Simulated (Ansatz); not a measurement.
CH7FSSi2

```xyz
12

C    -1.6646    1.2441    1.4396
S    -0.3707    0.1537    1.4368
Si   -0.2643   -0.4924   -0.6532
F    -1.2176   -1.7988   -0.8347
Si    1.9896   -0.9894   -1.1197
H    -1.6529    2.0618    0.7121
H    -2.0018    1.4903    2.4511
H     1.0572    0.5872    1.4315
H    -0.8556    0.6296   -1.4533
H     2.0607   -1.7356   -2.4192
H     2.5801   -1.8332   -0.0311
H     2.7656    0.2868   -1.2495
```

All numbers below come from UKS PBE-D4/6-31G* in Ansatz 0.2.0.

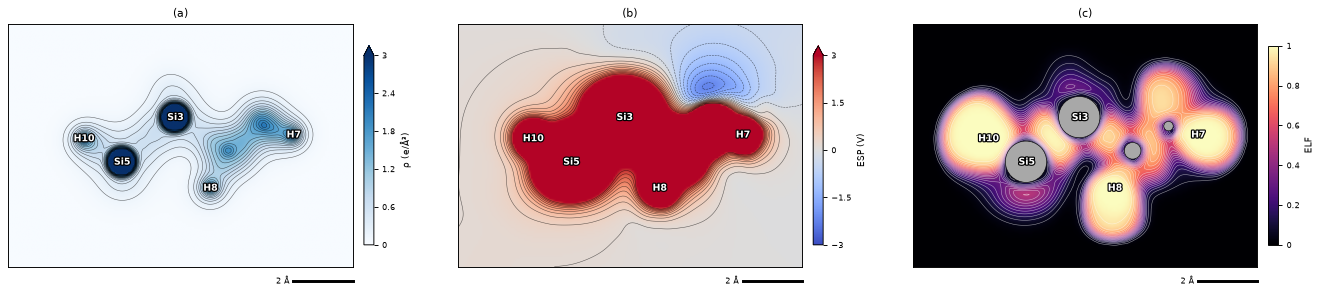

Figure 1. (a) electron density; (b) electrostatic potential; (c) electron localisation function on the plane of atoms Si3, Si5 and H10. Grey discs cover the atomic cores in the ELF map.

What do the fields say about this system?

Answer. The section cuts through Si and H sites. Si–Si (2.35 Å): ρ is about 0.62 e/Å³ halfway; the ELF peaks at about 1 between the atoms (a shared electron pair). Si–H (1.50 Å): the density is about 0.76 e/Å³ at the midpoint; the ELF climbs to about 1 towards the hydrogen, as it does in any bond to H. Outside the dense part of the molecule the potential is most negative (−2.2 V) near C1, which lies off the plane.

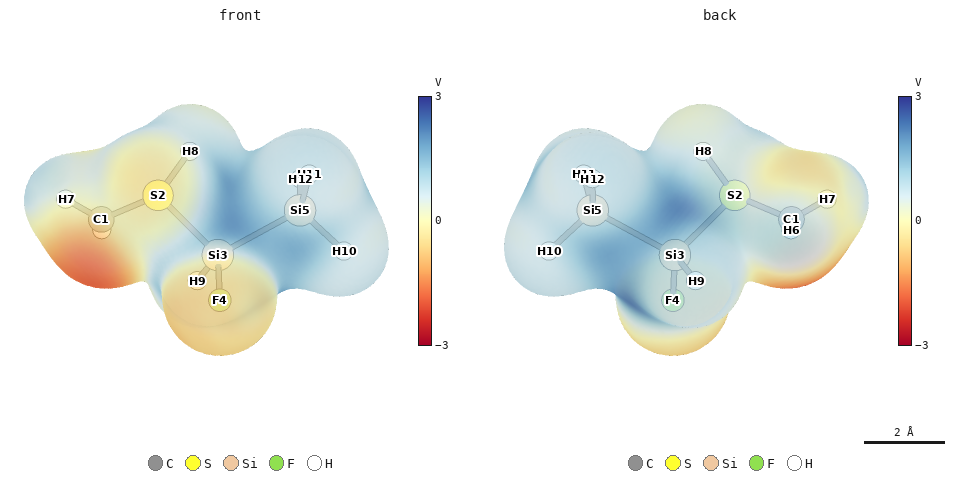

Figure 2. The molecular electrostatic potential painted on the density surface at 0.004 e/bohr³, seen from the front and from behind; the colour scale runs from red (negative) to blue (positive).

Which sites attract a positive test charge, and which a negative one?

Answer. A positive charge is drawn to the negative regions and a negative charge to the positive ones. The most negative region (about −1.9 V, or −44 kcal/mol for a unit charge) lies over C1, the most positive (about +2.2 V, or +51 kcal/mol for a unit charge) over Si3.

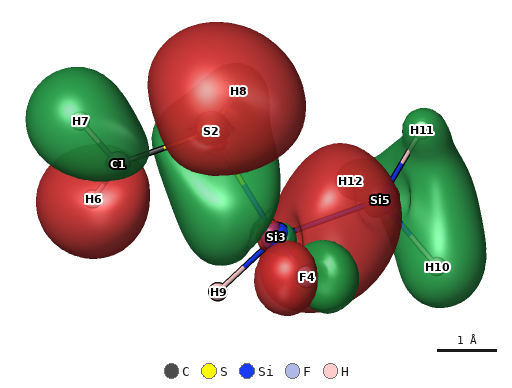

Figure 3. The HOMO−1 at ±0.06 Å⁻³ᐟ² (green and red are the two phases), seen at a tilt.

What is the character of this orbital?

Answer. It lies mainly on S2 (about 40 %), Si3 (about 15 %), Si5 (about 10 %) and C1 (about 10 %). Its energy is −7.28 eV.
